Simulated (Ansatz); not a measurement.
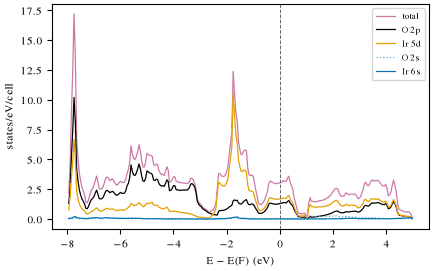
Figure: Total and projected density of states of IrO$_{2}$ (rutile, space group No. 136), the program Ansatz at the PBE level (PAW)

Problem. Which orbitals carry the states next to the Fermi level?

Solution. Within 0.5 eV of the Fermi level: Ir 5d 56 %, O 2p 43 %. Projections are on Löwdin-orthogonalised atomic valence shells; empty p or d shells of many metals are not among them.

Space group P4_2/mnm (rutile). Symmetry was held in the PBE relaxation. The run is not spin-polarised. Spin–orbit coupling is left out wherever it is not named.

Potentials: the earlier of the program's two PAW sets.
